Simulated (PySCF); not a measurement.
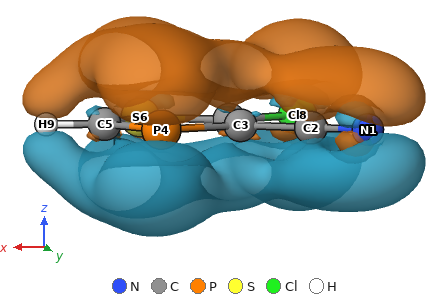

*C4HClNPS, SMILES `N#Cc1pcsc1Cl`. Change of the electron density in a uniform field of 0.10 V/Å, surfaces at ±0.0004 e/Å³ (light blue: gain, orange: loss).*

Computed with PySCF, B3LYP/aug-cc-pVDZ, geometry: GFN2-xTB. No frequency check shows the geometry to be a minimum. GFN2-xTB bond lengths at metals and heavier atoms can be off by up to 0.1 Å and shapes distorted, which carries into these values.

Question: Along which Cartesian direction does the field point?

Answer: Along +z: electrons gather on the −z side, against the field.

Question: How large is the response?

Answer: The induced dipole is 0.33 D (along the field); α along this axis, from the fields in both directions, is 65 bohr³ (9.6 Å³).

Question: Which atoms gain and lose the most charge?

Answer: Hardly any: no atom's Hirshfeld charge changes by as much as 0.002 e. The density shifts from one side of each atom to the other; 0.032 electrons are displaced in all.
